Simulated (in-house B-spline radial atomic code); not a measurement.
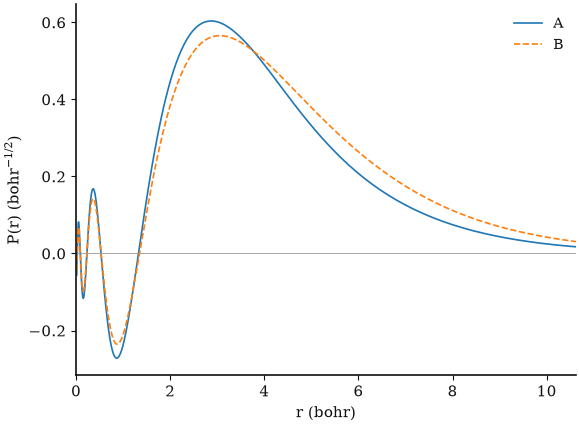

A free Ta atom in [Xe] 4f14 5d3 6s2 (high spin) was computed by two methods: Hartree-Fock; revTPSS. Both runs are scalar-relativistic, spin-polarised and spherical. Computed with an in-house B-spline radial code.

The plot shows P(r) = r R(r) of the 6s down orbital in both runs.

> Which curve belongs to which run?

A is revTPSS (⟨r⟩ = 3.44 bohr, eigenvalue −4.64 eV); B is Hartree-Fock (⟨r⟩ = 3.79 bohr, eigenvalue −5.96 eV).
